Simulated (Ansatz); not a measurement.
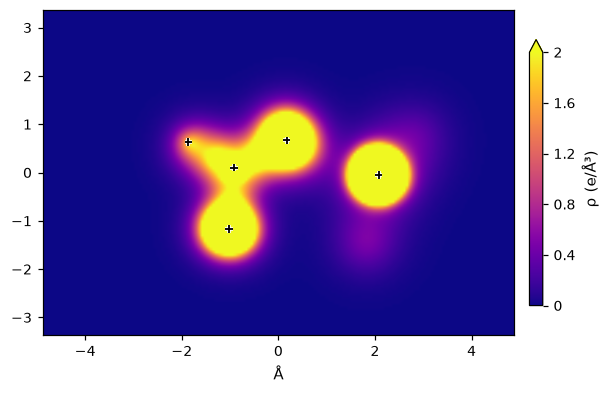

The total electron density on a plane through atoms (crosses mark nuclei in the plane).

These are results of Ansatz, isolated molecule in a Gaussian basis; Kohn-Sham density functional theory, functional PBE0, not measurements.

Candidates:
A. C8H20O4W (SMILES CC[O][W]([O]CC)([O]CC)[O]CC) (triplet)
B. CH2F2GaO (SMILES F[CH+][O][GaH][F]) (charge +1)
C. COS (SMILES O=[C][S-]) (charge −1, doublet)

**Which system is this?**

Candidate B: CH2F2GaO on the plane of atoms C1, O5 and Ga4, which holds C, F, Ga, O and H. C–O (1.22 Å): ρ is about 3.3 e/Å³ halfway. C–F (1.29 Å): ρ is about 2.7 e/Å³ halfway.
